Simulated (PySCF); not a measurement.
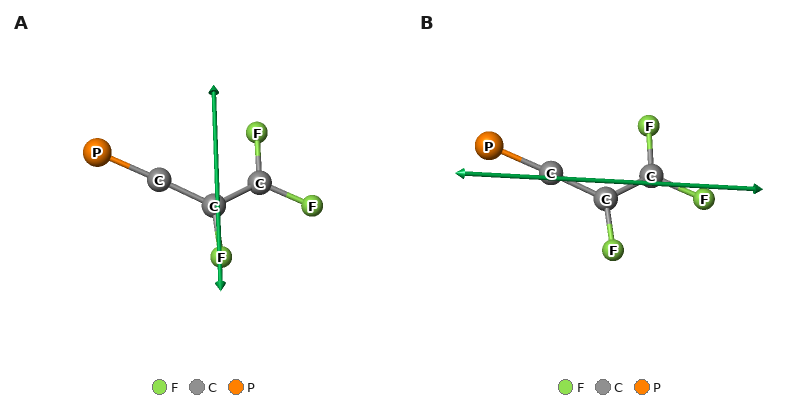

The double arrows show the directions of two transition dipoles from the ground state (lengths mean nothing). The geometry was computed by an optimisation with GFN2-xTB. No frequency run is at hand to confirm it as a minimum. Level of theory: TDDFT CAM-B3LYP/def2-SVPD, vertical, gas phase, core orbitals frozen in the response (PySCF 2.14.0).

Question: One belongs to singlet state 2 and one to singlet state 7. Which is which?

Answer: A: state 7, 7.14 eV (174 nm), oscillator strength 0.028, mainly HOMO−3 → LUMO+1 (weight 0.95).
B: state 2, 4.14 eV (299 nm), oscillator strength 0.088, mainly HOMO → LUMO (weight 0.62).

The geometry is semi-empirical. Around P such bond lengths and angles can be off by a tenth of an ångström or more and by several degrees, and values that hang on the shape move with them.
